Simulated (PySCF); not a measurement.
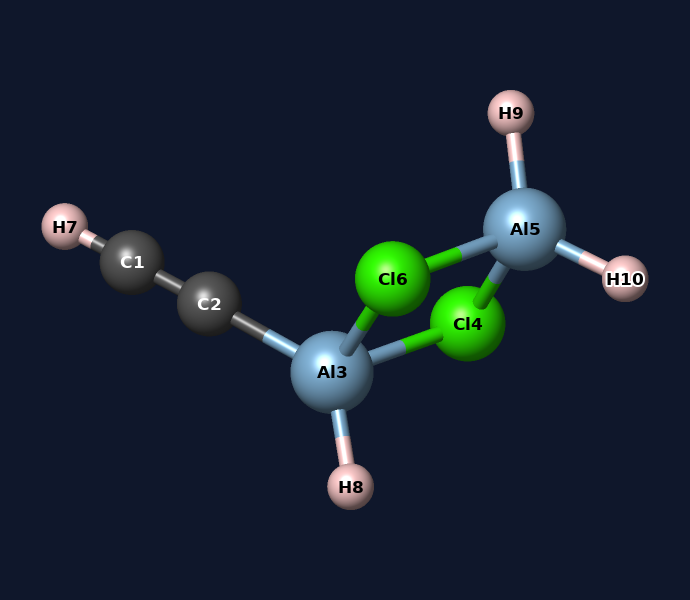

Every bond is drawn as one stick. Computed geometry: GFN2-xTB optimisation. No frequency run is at hand to confirm it as a minimum. Level of theory: PBE0/pcSseg-1 (PySCF 2.14.0).

**Which bond has the highest Mayer bond order?**

C1–C2, 2.48, at a length of 1.212 Å.

List the Mayer bond orders of C1–C2, C1–H7, C2–Al3, Al3–Cl4, Al3–H8, Cl4–Al5, Al5–H9, Al5–H10 (one bond of each equivalent set).

```csv
bond,Mayer order,length (Å)
C1–C2,2.48,1.212
C1–H7,1.08,1.055
C2–Al3,0.93,1.940
Al3–Cl4,0.55,2.208
Al3–H8,0.93,1.535
Cl4–Al5,0.55,2.185
Al5–H9,0.93,1.541
Al5–H10,0.93,1.541
```

The geometry is semi-empirical. Around Al such bond lengths and angles can be off by a tenth of an ångström or more and by several degrees, and values that hang on the shape move with them.
